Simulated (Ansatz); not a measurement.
```xyz
7

Br   -2.1720    0.2071   -0.2802
F     1.9198   -2.9585   -1.3991
Ga   -1.1072   -1.8198   -0.5844
Si    1.1976   -1.5074   -1.1939
H     1.9311   -0.7681   -0.1244
H     1.3064   -0.7471   -2.4741
H    -2.0139   -3.0726   -0.3565
```

Geometry: PBE0-D3(BJ)/def2-SVP.

All numbers below come from Ansatz 0.2.0, isolated molecule in a Gaussian basis; Kohn-Sham density functional theory, functional PBE0.

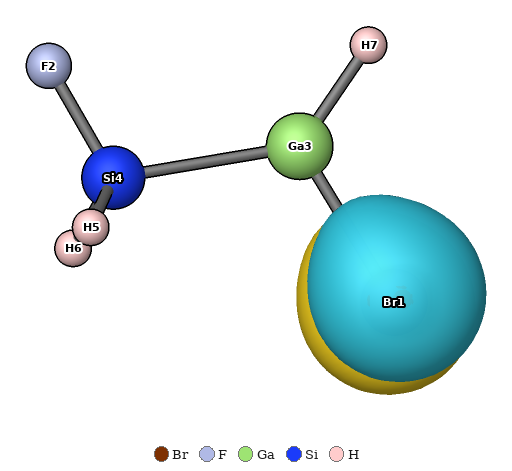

BrFGaH3Si (SMILES F[SiH2][GaH][Br]). The HOMO−1 at ±0.15 Å⁻³ᐟ² (yellow and cyan are the two phases), seen across its widest extent.

Where does this orbital lie, and at what energy?

By Hirshfeld shares it lies mainly on Br1 (about 90 %) and Ga3 (about 10 %); largely a lone pair of Br1. Its energy is −8.69 eV.
